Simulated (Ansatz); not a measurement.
## Effect of Hg on a Se site (antisite), symmetric start on HgSe

Start from a 24-atom supercell of HgSe in the zinc blende structure (space group F-43m, No. 216; a = 6.133 Å) at its relaxed geometry.

One thing is altered: a neutral Hg on a Se site (antisite), symmetric start, atoms relaxed at fixed cell.

The values are results of PBEsol/PAW in Ansatz (a program for electronic structure), scalar-relativistic without spin-orbit coupling, not measurements. k-mesh 3×3×3 (Γ-centred); smearing 0.05 eV (Fermi–Dirac).

The pressure goes from zero to 0.9 GPa and the energy gained by relaxation amounts to 0.29 eV.

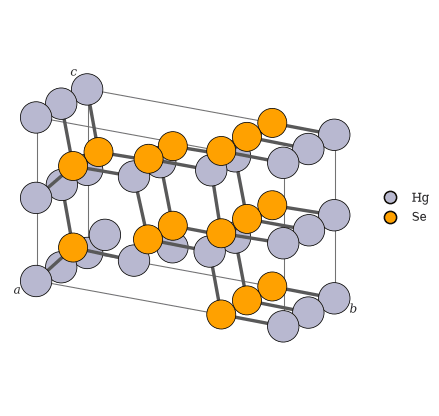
Fig. 1. The relaxed cell after the change

Cost of the whole job for the changed cell (relaxation, final SCF and bands): very roughly 21 core-minutes.

In so small a cell the defect repeats every few ångströms: this is an ordered compound, not a dilute defect. The defect started on the symmetric site and kept its symmetry, so it may sit on a saddle. All final runs are without spin polarisation. The defect cell is not spin-polarised.
